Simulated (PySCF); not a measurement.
# PmF5 (-2): ligand-field states

Aim: compute the ligand-field states of PmF5 (-2).

Programs: PySCF 2.14.0, with routines of our own; each step states its level. All values are computed. Atoms count from 0.

## Step 1: The system as given

6 atoms, charge -2, states of the metal's open shell are computed; geometry from: model geometry, bond lengths from ionic radii.

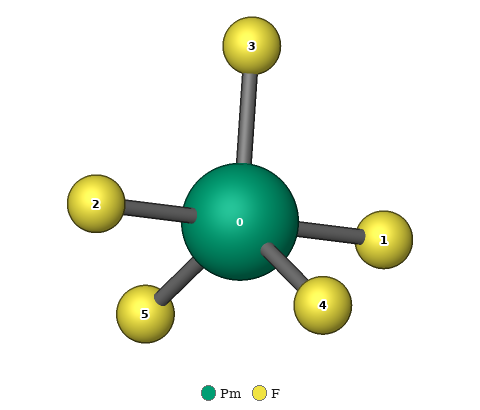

The starting geometry (promethium teal, fluorine yellow); sticks join atoms by distance alone.

## Step 2: Ligand-field states: state-averaged CASSCF in water

What the job is given:

```
{"job": {"kind": "lf", "basis": {"metal": "x2c-TZVPall", "ligand": "x2c-SVPall"}, "nevpt": false, "solvent": "water"}, "charge": -2, "metal": "Pm", "open_shell": "f4"}
Pm     0.000000     0.000000     0.000000
F      0.000000     0.000000     2.210000
F      0.000000     0.000000    -2.210000
F      2.210000     0.000000     0.000000
F     -1.105000     1.913916     0.000000
F     -1.105000    -1.913916     0.000000
```

Level: state-averaged CASSCF of the metal f shell, state-interaction spin-orbit coupling.

Started as:

```sh
OMP_NUM_THREADS=1 python lf_run.py task.json out
```

This one command runs all jobs of the session in turn.

The log of the run:

```text
basis functions 174, electrons 108, active (4e, 7o)
stage 1: DIIS on the effective Fock matrix, level shift 0.30
cycle   1  E = -10504.7738443011  dE = -1.050e+04  max|g| = 3.732e+00
cycle   2  E = -10510.4090926303  dE = -5.635e+00  max|g| = 2.955e+00
cycle   3  E = -10512.3522470499  dE = -1.943e+00  max|g| = 2.175e+00
cycle   4  E = -10514.1909967245  dE = -1.839e+00  max|g| = 2.647e-01
cycle   5  E = -10514.3165575570  dE = -1.256e-01  max|g| = 1.123e-01
cycle   6  E = -10514.3203118795  dE = -3.754e-03  max|g| = 1.761e-01
cycle   7  E = -10514.3276285611  dE = -7.317e-03  max|g| = 1.562e-01
cycle   8  E = -10514.3401791063  dE = -1.255e-02  max|g| = 9.057e-02
cycle   9  E = -10514.3455440032  dE = -5.365e-03  max|g| = 7.162e-02
cycle  10  E = -10514.3473803891  dE = -1.836e-03  max|g| = 4.229e-02
cycle  11  E = -10514.3478302919  dE = -4.499e-04  max|g| = 3.005e-02
cycle  12  E = -10514.3480572680  dE = -2.270e-04  max|g| = 2.096e-02
cycle  13  E = -10514.3481482720  dE = -9.100e-05  max|g| = 1.555e-02
cycle  14  E = -10514.3481958518  dE = -4.758e-05  max|g| = 1.127e-02
cycle  15  E = -10514.3482271594  dE = -3.131e-05  max|g| = 9.576e-03
cycle  16  E = -10514.3482484382  dE = -2.128e-05  max|g| = 7.260e-03
cycle  17  E = -10514.3482555287  dE = -7.091e-06  max|g| = 6.427e-03
cycle  18  E = -10514.3482544295  dE =  1.099e-06  max|g| = 7.057e-03
cycle  19  E = -10514.3482537404  dE =  6.891e-07  max|g| = 7.098e-03
cycle  20  E = -10514.3482529416  dE =  7.988e-07  max|g| = 7.160e-03
cycle  21  E = -10514.3482524341  dE =  5.075e-07  max|g| = 7.233e-03
cycle  22  E = -10514.3482530844  dE = -6.503e-07  max|g| = 6.998e-03
cycle  23  E = -10514.3482522993  dE =  7.851e-07  max|g| = 7.542e-03
cycle  24  E = -10514.3482561417  dE = -3.842e-06  max|g| = 6.593e-03
cycle  25  E = -10514.3482603986  dE = -4.257e-06  max|g| = 6.232e-03
cycle  26  E = -10514.3482660011  dE = -5.603e-06  max|g| = 3.321e-03
stage 2: quasi-Newton rotations from the point of smallest gradient
cycle  28  E = -10514.3482764154  dE = -1.041e-05  max|g| = 5.794e-04
cycle  29  E = -10514.3482769580  dE = -5.426e-07  max|g| = 2.296e-04
cycle  30  E = -10514.3482770070  dE = -4.906e-08  max|g| = 1.214e-04
cycle  31  E = -10514.3482770164  dE = -9.342e-09  max|g| = 2.104e-05
cycle  32  E = -10514.3482770167  dE = -2.965e-10  max|g| = 5.367e-06
converged average energy = -10514.3482770167

 mult deg   label        CASSCF/cm-1   NEVPT2/cm-1
   5   2   5E''                0.0
   5   2   5E'                63.0
   5   1   5A2''             189.5
   5   1   5A1'              279.2
   5   2   5E''              346.2
   5   2   5E'               423.2
   5   1   5A1''             468.1
   5   1   5A2'              887.9
   5   1   5A1'              895.7
   5   2   5E'             14781.2
   5   1   5A2''           14967.3
   5   1   5A1'            15053.4
   5   1   5A1''           15105.7
   5   2   5E''            15200.0
   5   1   5A2'            15642.6
   3   2   3E''            17790.9
   3   1   3A2'            17864.4
   3   2   3E''            17890.7
   3   1   3A1'            17914.1
   3   1   3A2'            17922.6
   3   2   3E'             17934.0
   3   2   3E''            17955.7
   3   1   3A1''           17960.3
   3   2   3E'             18002.9
   3   1   3A2''           18013.5
   3   1   3A1''           22453.3
   3   2   3E'             22502.1
   3   1   3A2''           22544.9
   3   2   3E'             22703.2
   3   2   3E''            22856.2
   3   1   3A2'            22932.9
   5   1   5A1'            23078.3
   5   2   5E'             23265.9
   5   2   5E''            23339.8
   3   2   3E''            23461.0
   5   1   5A2''           23898.8
   5   2   5E'             23926.0
   5   1   5A1''           24118.2
   3   2   3E'             24258.3
   3   1   3A2''           24286.8
   3   1   3A1'            24356.2
   3   2   3E''            24391.0
   3   2   3G              24425.0
   3   1   3G              24426.1
   3   2   3E''            24956.2
   3   2   3E'             24994.6
   3   1   3A1'            25086.9
   3   2   3E''            25129.1
   3   2   3E'             25195.2
   3   1   3A2''           25287.5
   3   1   3A2'            25360.1
   3   2   3L              25363.6
   3   1   3L              25519.9
   3   3   3L              25524.1
   3   2   3E'             26964.6
   3   2   3E''            27009.6
   3   1   3A1'            27315.4
   3   2   3E''            27852.3
   3   1   3A2'            27985.3
   1   2   1E'             28290.7

spin-orbit levels / cm-1
      0.00  x1  5E'' 0.47 5E' 0.36 5A2'' 0.14
    103.18  x1  5E'' 0.48 5E' 0.22 5E' 0.12
    192.14  x1  5E' 0.35 5A2'' 0.20 5E' 0.17
    192.22  x1  5E' 0.35 5A2'' 0.20 5E' 0.17
    262.26  x1  5E'' 0.43 5A1' 0.31 5E' 0.15
    269.59  x1  5E'' 0.30 5E' 0.24 5A1' 0.17
    269.91  x1  5E'' 0.30 5E' 0.24 5A1' 0.17
    499.54  x1  5E'' 0.32 5A2' 0.21 5A1' 0.21
    499.60  x1  5E'' 0.32 5A2' 0.21 5A1' 0.21
   1648.94  x1  5A2'' 0.28 5E'' 0.27 5E'' 0.17
   1697.56  x1  5E' 0.36 5E'' 0.27 5E' 0.18
   1697.57  x1  5E' 0.36 5E'' 0.27 5E' 0.18
   1720.48  x1  5E'' 0.35 5E' 0.32 5A1'' 0.30
   1770.67  x1  5A1' 0.26 5E'' 0.24 5A2'' 0.20
   1770.94  x1  5A1' 0.26 5E'' 0.24 5A2'' 0.20
   1801.16  x1  5E' 0.49 5E'' 0.34 5E' 0.11
   1871.40  x1  5E' 0.23 5A2' 0.21 5A1' 0.21
   1871.43  x1  5E' 0.23 5A2' 0.21 5A1' 0.21
   1932.73  x2  5E'' 0.39 5A2' 0.19 5A1' 0.19
   3331.08  x1  5E' 0.52 5E'' 0.37 5E'' 0.05
   3381.17  x1  5A2'' 0.26 5E'' 0.24 5E' 0.20
   3381.35  x1  5A2'' 0.26 5E'' 0.24 5E' 0.20
   3389.29  x1  5E' 0.42 5E'' 0.22 5E'' 0.22
   3424.60  x1  5A1'' 0.26 5A1' 0.23 5E' 0.17
   3424.79  x1  5A1'' 0.26 5A1' 0.23 5E' 0.17
   3455.50  x1  5E'' 0.54 5A2'' 0.17 5A1'' 0.14
   3455.76  x1  5E'' 0.54 5A2'' 0.17 5A1'' 0.14
   3477.01  x1  5E' 0.58 5A1' 0.25 5E' 0.15
   3580.84  x2  5E' 0.27 5A2' 0.24 5A1' 0.23
   3619.81  x1  5E'' 0.43 5A2' 0.41 5E' 0.08
```

Run time: 27 s. Hardware: 1 thread of Arm Neoverse V2, shared host; peak memory 0.5 GiB.

In short:

| quantity | value |
| --- | --- |
| spin-orbit constant ζ | 1057 cm⁻¹ |

Powder susceptibility:

| T (K) | χT (cm³ K/mol) | μ(eff) |
| --- | --- | --- |
| 2 | 0.015 | 0.34 |
| 5 | 0.037 | 0.55 |
| 10 | 0.074 | 0.77 |
| 20 | 0.149 | 1.09 |
| 30 | 0.222 | 1.33 |
| 50 | 0.356 | 1.69 |
| 75 | 0.495 | 1.99 |
| 100 | 0.599 | 2.19 |
| 150 | 0.733 | 2.42 |
| 200 | 0.811 | 2.55 |
| 250 | 0.864 | 2.63 |
| 300 | 0.904 | 2.69 |

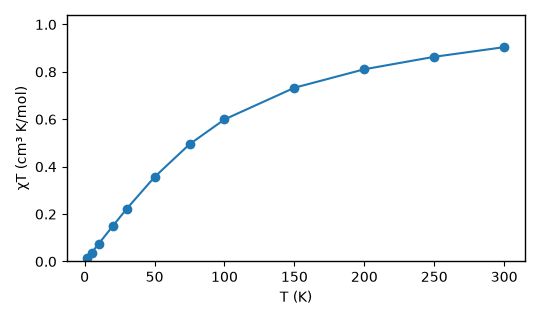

χT against temperature.

## Step 3: Ligand-field states: state-averaged CASSCF (aux autoaux) in water

What the job is given:

```
{"job": {"kind": "lf", "basis": {"metal": "x2c-TZVPall", "ligand": "x2c-SVPall"}, "nevpt": false, "solvent": "water", "aux": "autoaux"}, "charge": -2, "metal": "Pm", "open_shell": "f4"}
Pm     0.000000     0.000000     0.000000
F      0.000000     0.000000     2.210000
F      0.000000     0.000000    -2.210000
F      2.210000     0.000000     0.000000
F     -1.105000     1.913916     0.000000
F     -1.105000    -1.913916     0.000000
```

With the program's defaults for keys left out, this is: state-averaged CASSCF of the metal f shell, state-interaction spin-orbit coupling.

The log of the run:

```text
basis functions 174, electrons 108, active (4e, 7o)
stage 1: DIIS on the effective Fock matrix, level shift 0.30
cycle   1  E = -10504.7750625052  dE = -1.050e+04  max|g| = 3.732e+00
cycle   2  E = -10510.4100546354  dE = -5.635e+00  max|g| = 2.955e+00
cycle   3  E = -10512.3534799461  dE = -1.943e+00  max|g| = 2.174e+00
cycle   4  E = -10514.1913199374  dE = -1.838e+00  max|g| = 2.644e-01
cycle   5  E = -10514.3168048881  dE = -1.255e-01  max|g| = 1.122e-01
cycle   6  E = -10514.3205411132  dE = -3.736e-03  max|g| = 1.760e-01
cycle   7  E = -10514.3278459827  dE = -7.305e-03  max|g| = 1.561e-01
cycle   8  E = -10514.3403929473  dE = -1.255e-02  max|g| = 9.065e-02
cycle   9  E = -10514.3457599255  dE = -5.367e-03  max|g| = 7.167e-02
cycle  10  E = -10514.3475993929  dE = -1.839e-03  max|g| = 4.233e-02
cycle  11  E = -10514.3480502581  dE = -4.509e-04  max|g| = 3.008e-02
cycle  12  E = -10514.3482776526  dE = -2.274e-04  max|g| = 2.099e-02
cycle  13  E = -10514.3483689742  dE = -9.132e-05  max|g| = 1.556e-02
cycle  14  E = -10514.3484166415  dE = -4.767e-05  max|g| = 1.128e-02
cycle  15  E = -10514.3484480352  dE = -3.139e-05  max|g| = 9.588e-03
cycle  16  E = -10514.3484693893  dE = -2.135e-05  max|g| = 7.265e-03
cycle  17  E = -10514.3484765044  dE = -7.115e-06  max|g| = 6.437e-03
cycle  18  E = -10514.3484753885  dE =  1.116e-06  max|g| = 7.067e-03
cycle  19  E = -10514.3484746974  dE =  6.911e-07  max|g| = 7.104e-03
cycle  20  E = -10514.3484738994  dE =  7.981e-07  max|g| = 7.159e-03
cycle  21  E = -10514.3484734239  dE =  4.755e-07  max|g| = 7.247e-03
cycle  22  E = -10514.3484740612  dE = -6.373e-07  max|g| = 7.025e-03
cycle  23  E = -10514.3484732476  dE =  8.136e-07  max|g| = 7.575e-03
cycle  24  E = -10514.3484767908  dE = -3.543e-06  max|g| = 6.683e-03
cycle  25  E = -10514.3484806263  dE = -3.835e-06  max|g| = 6.408e-03
cycle  26  E = -10514.3484862358  dE = -5.609e-06  max|g| = 3.261e-03
stage 2: quasi-Newton rotations from the point of smallest gradient
cycle  28  E = -10514.3484974074  dE = -1.117e-05  max|g| = 5.714e-04
cycle  29  E = -10514.3484979881  dE = -5.807e-07  max|g| = 2.396e-04
cycle  30  E = -10514.3484980405  dE = -5.242e-08  max|g| = 1.262e-04
cycle  31  E = -10514.3484980505  dE = -9.972e-09  max|g| = 2.130e-05
cycle  32  E = -10514.3484980508  dE = -3.238e-10  max|g| = 5.529e-06
converged average energy = -10514.3484980508

 mult deg   label        CASSCF/cm-1   NEVPT2/cm-1
   5   2   5E''                0.0
   5   2   5E'                63.0
   5   1   5A2''             189.6
   5   1   5A1'              279.3
   5   2   5E''              346.2
   5   2   5E'               423.1
   5   1   5A1''             467.9
   5   1   5A2'              887.7
   5   1   5A1'              895.4
   5   2   5E'             14781.2
   5   1   5A2''           14967.6
   5   1   5A1'            15053.5
   5   1   5A1''           15106.0
   5   2   5E''            15199.9
   5   1   5A2'            15642.4
   3   2   3E''            17791.0
   3   1   3A2'            17864.4
   3   2   3E''            17890.7
   3   1   3A1'            17914.1
   3   1   3A2'            17922.7
   3   2   3E'             17934.0
   3   2   3E''            17955.7
   3   1   3A1''           17960.2
   3   2   3E'             18002.9
   3   1   3A2''           18013.5
   3   1   3A1''           22453.4
   3   2   3E'             22502.0
   3   1   3A2''           22544.9
   3   2   3E'             22703.3
   3   2   3E''            22856.4
   3   1   3A2'            22933.1
   5   1   5A1'            23078.3
   5   2   5E'             23266.0
   5   2   5E''            23339.8
   3   2   3E''            23460.8
   5   1   5A2''           23898.9
   5   2   5E'             23925.9
   5   1   5A1''           24118.2
   3   2   3E'             24258.6
   3   1   3A2''           24286.9
   3   1   3A1'            24356.3
   3   2   3E''            24391.0
   3   2   3G              24425.0
   3   1   3G              24426.1
   3   2   3E''            24956.5
   3   2   3E'             24994.5
   3   1   3A1'            25087.1
   3   2   3E''            25129.1
   3   2   3E'             25195.2
   3   1   3A2''           25287.5
   3   1   3A2'            25360.3
   3   2   3L              25363.6
   3   1   3L              25519.8
   3   3   3L              25524.1
   3   2   3E'             26964.8
   3   2   3E''            27009.5
   3   1   3A1'            27315.3
   3   2   3E''            27852.4
   3   1   3A2'            27985.2
   1   2   1E'             28291.2

spin-orbit levels / cm-1
      0.00  x1  5E'' 0.47 5E' 0.36 5A2'' 0.14
    103.08  x1  5E'' 0.48 5E' 0.22 5E' 0.12
    192.14  x1  5E' 0.35 5A2'' 0.20 5E' 0.17
    192.23  x1  5E' 0.35 5A2'' 0.20 5E' 0.17
    262.37  x1  5E'' 0.43 5A1' 0.31 5E' 0.15
    269.66  x1  5E'' 0.30 5E' 0.24 5A1' 0.17
    269.98  x1  5E'' 0.30 5E' 0.24 5A1' 0.17
    499.38  x1  5E'' 0.32 5A2' 0.21 5A1' 0.21
    499.44  x1  5E'' 0.32 5A2' 0.21 5A1' 0.21
   1648.93  x1  5A2'' 0.28 5E'' 0.27 5E'' 0.17
   1697.59  x1  5E' 0.36 5E'' 0.27 5E' 0.18
   1697.60  x1  5E' 0.36 5E'' 0.27 5E' 0.18
   1720.41  x1  5E'' 0.35 5E' 0.32 5A1'' 0.30
   1770.72  x1  5A1' 0.26 5E'' 0.24 5A2'' 0.20
   1770.99  x1  5A1' 0.26 5E'' 0.24 5A2'' 0.20
   1801.22  x1  5E' 0.49 5E'' 0.34 5E' 0.11
   1871.26  x1  5E' 0.23 5A2' 0.21 5A1' 0.21
   1871.29  x1  5E' 0.23 5A2' 0.21 5A1' 0.21
   1932.60  x2  5E'' 0.39 5A2' 0.19 5A1' 0.19
   3331.11  x1  5E' 0.52 5E'' 0.37 5E'' 0.05
   3381.17  x1  5A2'' 0.26 5E'' 0.25 5E' 0.20
   3381.35  x1  5A2'' 0.26 5E'' 0.24 5E' 0.20
   3389.27  x1  5E' 0.42 5E'' 0.22 5E'' 0.22
   3424.57  x1  5A1'' 0.26 5A1' 0.23 5E' 0.17
   3424.77  x1  5A1'' 0.26 5A1' 0.23 5E' 0.17
   3455.56  x1  5E'' 0.54 5A2'' 0.17 5A1'' 0.14
   3455.82  x1  5E'' 0.54 5A2'' 0.17 5A1'' 0.14
   3477.08  x1  5E' 0.58 5A1' 0.25 5E' 0.15
   3580.69  x2  5E' 0.27 5A2' 0.24 5A1' 0.23
   3619.69  x1  5E'' 0.43 5A2' 0.41 5E' 0.08
```

It took 27 s on 1 thread of Arm Neoverse V2, shared host; peak memory 0.53 GiB.

In short:

| quantity | value |
| --- | --- |
| spin-orbit constant ζ | 1057 cm⁻¹ |

Powder susceptibility:

| T (K) | χT (cm³ K/mol) | μ(eff) |
| --- | --- | --- |
| 2 | 0.015 | 0.34 |
| 20 | 0.149 | 1.09 |
| 100 | 0.599 | 2.19 |
| 300 | 0.904 | 2.69 |

## Step 4: Ligand-field states: state-averaged CASSCF (avg hs) in water

What the job is given:

```
{"job": {"kind": "lf", "basis": {"metal": "x2c-TZVPall", "ligand": "x2c-SVPall"}, "nevpt": false, "solvent": "water", "avg": "hs"}, "charge": -2, "metal": "Pm", "open_shell": "f4"}
Pm     0.000000     0.000000     0.000000
F      0.000000     0.000000     2.210000
F      0.000000     0.000000    -2.210000
F      2.210000     0.000000     0.000000
F     -1.105000     1.913916     0.000000
F     -1.105000    -1.913916     0.000000
```

With the program's defaults for keys left out, this is: state-averaged CASSCF of the metal f shell, state-interaction spin-orbit coupling.

The log of the run:

```text
basis functions 174, electrons 108, active (4e, 7o)
stage 1: DIIS on the effective Fock matrix, level shift 0.30
cycle   1  E = -10504.8121199715  dE = -1.050e+04  max|g| = 3.732e+00
cycle   2  E = -10510.5145216560  dE = -5.702e+00  max|g| = 2.964e+00
cycle   3  E = -10512.5746426389  dE = -2.060e+00  max|g| = 2.121e+00
cycle   4  E = -10514.3154659901  dE = -1.741e+00  max|g| = 2.140e-01
cycle   5  E = -10514.4200744788  dE = -1.046e-01  max|g| = 1.949e-01
cycle   6  E = -10514.3968696240  dE =  2.320e-02  max|g| = 2.983e-01
cycle   7  E = -10514.3553304838  dE =  4.154e-02  max|g| = 4.682e-01
cycle   8  E = -10514.3084656824  dE =  4.686e-02  max|g| = 6.156e-01
cycle   9  E = -10514.2497334274  dE =  5.873e-02  max|g| = 6.338e-01
cycle  10  E = -10514.1691436690  dE =  8.059e-02  max|g| = 7.649e-01
cycle  11  E = -10514.0514039115  dE =  1.177e-01  max|g| = 9.056e-01
cycle  12  E = -10513.8370553424  dE =  2.143e-01  max|g| = 1.194e+00
cycle  13  E = -10513.4291740953  dE =  4.079e-01  max|g| = 1.638e+00
cycle  14  E = -10513.0263395906  dE =  4.028e-01  max|g| = 1.967e+00
cycle  15  E = -10512.4658217676  dE =  5.605e-01  max|g| = 2.359e+00
stage 2: quasi-Newton rotations from the point of smallest gradient
cycle  17  E = -10514.4705801692  dE = -5.051e-02  max|g| = 4.325e-02
cycle  18  E = -10514.4740122993  dE = -3.432e-03  max|g| = 1.190e-02
cycle  19  E = -10514.4742627474  dE = -2.504e-04  max|g| = 5.922e-03
cycle  20  E = -10514.4743167399  dE = -5.399e-05  max|g| = 1.667e-03
cycle  21  E = -10514.4743195921  dE = -2.852e-06  max|g| = 3.413e-04
cycle  22  E = -10514.4743198158  dE = -2.237e-07  max|g| = 2.191e-04
cycle  23  E = -10514.4743198498  dE = -3.398e-08  max|g| = 3.769e-05
cycle  24  E = -10514.4743198531  dE = -3.309e-09  max|g| = 1.272e-05
cycle  25  E = -10514.4743198534  dE = -3.129e-10  max|g| = 1.958e-06
converged average energy = -10514.4743198534

 mult deg   label        CASSCF/cm-1   NEVPT2/cm-1
   5   2   5E''                0.0
   5   2   5E'                69.6
   5   1   5A2''             201.7
   5   1   5A1'              281.1
   5   2   5E''              344.4
   5   2   5E'               420.4
   5   1   5A1''             462.7
   5   1   5A2'              884.2
   5   1   5A1'              891.2
   5   2   5E'             14980.7
   5   1   5A2''           15166.5
   5   1   5A1'            15251.4
   5   1   5A1''           15295.0
   5   2   5E''            15397.2
   5   1   5A2'            15840.1
   3   2   3E''            18049.8
   3   1   3A2'            18124.3
   3   2   3E''            18149.8
   3   2   3K              18168.6
   3   2   3E'             18193.1
   3   2   3E''            18203.8
   3   1   3A1''           18219.7
   3   2   3E'             18251.5
   3   1   3A2''           18261.7
   3   1   3A1''           22786.6
   3   2   3E'             22826.8
   3   1   3A2''           22871.0
   3   2   3E'             23028.4
   3   2   3E''            23179.2
   3   1   3A2'            23254.7
   5   1   5A1'            23386.2
   5   2   5E'             23569.5
   5   2   5E''            23650.4
   3   2   3E''            23769.0
   5   1   5A2''           24215.4
   5   2   5E'             24238.2
   5   1   5A1''           24418.7
   3   2   3E'             24614.3
   3   1   3A2''           24642.5
   3   1   3A1'            24705.2
   3   2   3E''            24741.5
   3   1   3A1''           24769.5
   3   2   3E'             24780.9
   3   2   3E''            25303.5
   3   2   3E'             25330.2
   3   1   3A1'            25431.1
   3   2   3E''            25475.8
   3   2   3E'             25545.2
   3   1   3A2''           25637.0
   3   1   3A2'            25704.1
   3   2   3L              25709.2
   3   1   3L              25864.0
   3   3   3L              25867.8
   3   2   3E'             27337.7
   3   2   3E''            27385.7
   3   1   3A1'            27692.1
   3   2   3E''            28239.6
   3   1   3A2'            28372.4
   1   2   1E'             28696.6
   1   2   1E''            28968.6

spin-orbit levels / cm-1
      0.00  x1  5E'' 0.47 5E' 0.36 5A2'' 0.13
     96.50  x1  5E'' 0.48 5E' 0.22 5E' 0.12
    193.81  x1  5E' 0.35 5A2'' 0.20 5E' 0.18
    193.89  x1  5E' 0.35 5A2'' 0.20 5E' 0.18
    261.83  x1  5E'' 0.44 5A1' 0.31 5E' 0.16
    270.07  x1  5E'' 0.31 5E' 0.25 5A1' 0.17
    270.39  x1  5E'' 0.31 5E' 0.25 5A1' 0.17
    494.03  x1  5E'' 0.32 5A2' 0.22 5A1' 0.22
    494.09  x1  5E'' 0.32 5A2' 0.22 5A1' 0.22
   1669.00  x1  5A2'' 0.28 5E'' 0.27 5E'' 0.16
   1716.59  x1  5E' 0.36 5E'' 0.27 5E' 0.17
   1716.60  x1  5E' 0.36 5E'' 0.27 5E' 0.17
   1736.35  x1  5E'' 0.35 5E' 0.31 5A1'' 0.30
   1791.10  x1  5A1' 0.26 5E'' 0.24 5A2'' 0.20
   1791.37  x1  5A1' 0.26 5E'' 0.24 5A2'' 0.20
   1822.05  x1  5E' 0.50 5E'' 0.35 5E' 0.10
   1886.19  x1  5E' 0.24 5A2' 0.21 5A1' 0.21
   1886.22  x1  5E' 0.24 5A2' 0.21 5A1' 0.21
   1948.33  x2  5E'' 0.39 5A2' 0.19 5A1' 0.19
   3373.94  x1  5E' 0.51 5E'' 0.36 5E'' 0.05
   3423.11  x1  5A2'' 0.26 5E'' 0.25 5E' 0.20
   3423.29  x1  5A2'' 0.26 5E'' 0.25 5E' 0.21
   3428.60  x1  5E' 0.41 5E'' 0.23 5E'' 0.22
   3464.37  x1  5A1'' 0.26 5A1' 0.24 5E' 0.17
   3464.56  x1  5A1'' 0.26 5A1' 0.24 5E' 0.17
   3498.52  x1  5E'' 0.54 5A2'' 0.16 5A1'' 0.14
   3498.78  x1  5E'' 0.54 5A2'' 0.16 5A1'' 0.14
   3520.53  x1  5E' 0.59 5A1' 0.25 5E' 0.13
   3618.48  x2  5E' 0.28 5A2' 0.23 5A1' 0.23
   3658.29  x1  5E'' 0.43 5A2' 0.41 5E' 0.09
```

It took 20 s on 1 thread of Arm Neoverse V2, shared host; peak memory 0.5 GiB.

In short:

| quantity | value |
| --- | --- |
| spin-orbit constant ζ | 1071 cm⁻¹ |

Powder susceptibility:

| T (K) | χT (cm³ K/mol) | μ(eff) |
| --- | --- | --- |
| 2 | 0.016 | 0.35 |
| 20 | 0.156 | 1.12 |
| 100 | 0.606 | 2.20 |
| 300 | 0.907 | 2.69 |

## Step 5: The runs side by side

From the CASSCF states (cm⁻¹; the spread is that of the fitted one-electron ligand-field levels):

| step | setting | ground state | next state | orbital spread | ζ | μ(eff), 300 K |
| --- | --- | --- | --- | --- | --- | --- |
| 2 | as given | 5E'' | 5E' at 63 | 1693 | 1057 | 2.69 |
| 3 | aux autoaux | 5E'' | 5E' at 63 | 1692 | 1057 | 2.69 |
| 4 | avg hs | 5E'' | 5E' at 70 | 1682 | 1071 | 2.69 |

## Step 6: Results

| quantity | value |
| --- | --- |
| spin-orbit constant ζ (step 2, state-averaged CASSCF in water) | 1057 cm⁻¹ |
| ground multiplicity, μ(eff) at 300 K (step 2, 5 donors at 2.21 Å) | 5, 2.69 μB |
| ground multiplicity, μ(eff) at 300 K (step 3, 5 donors at 2.21 Å) | 5, 2.69 μB |
| ground multiplicity, μ(eff) at 300 K (step 4, 5 donors at 2.21 Å) | 5, 2.69 μB |

In step 2, χT goes from 0.01 at 2 K to 0.90 cm³ K/mol at 300 K, as higher levels fill or mix in.
